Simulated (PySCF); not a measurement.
Molecule: C₄H₁₃BGe, SMILES C(B(C)C)[CH2][GeH3]. Atoms near the plane z = 0.0 Å, at the GFN2-xTB optimised geometry (x, y, z in Å): Ge1 (-2.7, -0.7, 0.0), C2 (-0.7, -0.7, 0.0), C6 (2.2, 1.3, -0.7), H8 (-3.2, 0.7, 0.0), H10 (-0.4, -0.2, 0.9), H11 (-0.4, -1.7, 0.0), H15 (2.7, -1.7, -0.7), H17 (3.3, 1.1, -0.4), H18 (1.8, 1.7, 0.2).

Computed with PySCF 2.14.0 with PBE0/def2-SVP. Cells within 0.4 Å of a nucleus heavier than hydrogen are left out (blank, or x). The values are rescaled to run from 0 to 1.

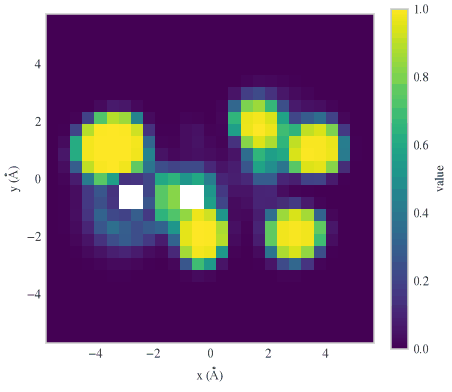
Figure. a field on the plane z = 0.0 Å.

Which quantity is mapped?
(A) log10 of the electron density
(B) Laplacian of the electron density
(C) electron localisation function
(D) deformation density (molecule minus spherical neutral atoms)

C, electron localisation function
